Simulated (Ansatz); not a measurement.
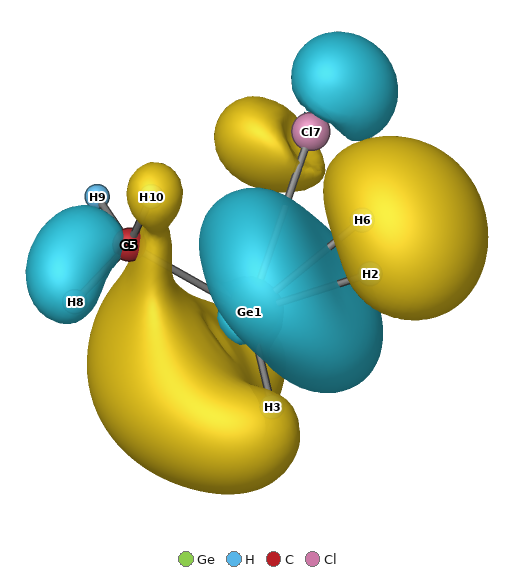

Figure 1: CH7ClGe. The LUMO at ±0.08 Å⁻³ᐟ² (yellow and cyan are the two phases), seen at a tilt.

A transition-state structure; geometry: PBE0-D4/def2-TZVP.

All numbers below come from RKS PBE0-D4/def2-TZVPP in Ansatz.

```yaml
atoms:
  - { symbol: Ge, position_ang: [-0.4664, 0.0497, -0.5957] }
  - { symbol: H, position_ang: [0.9605, 0.8319, -1.4712] }
  - { symbol: H, position_ang: [-0.3426, -0.8648, -1.8502] }
  - { symbol: H, position_ang: [-1.7577, 0.8494, -0.7342] }
  - { symbol: C, position_ang: [0.0000, -0.9753, 0.9718] }
  - { symbol: H, position_ang: [0.9129, 1.3930, -0.8044] }
  - { symbol: Cl, position_ang: [0.3933, 2.2030, 0.7048] }
  - { symbol: H, position_ang: [-0.3789, -1.9936, 0.8636] }
  - { symbol: H, position_ang: [-0.4076, -0.4897, 1.8555] }
  - { symbol: H, position_ang: [1.0863, -1.0037, 1.0601] }
```

Describe this orbital and give its energy.

Its weight (Hirshfeld) is mainly on Ge1 (about 50 %), H6 (about 10 %), H2 (about 10 %) and Cl7 (about 10 %). Its energy is −1.50 eV.
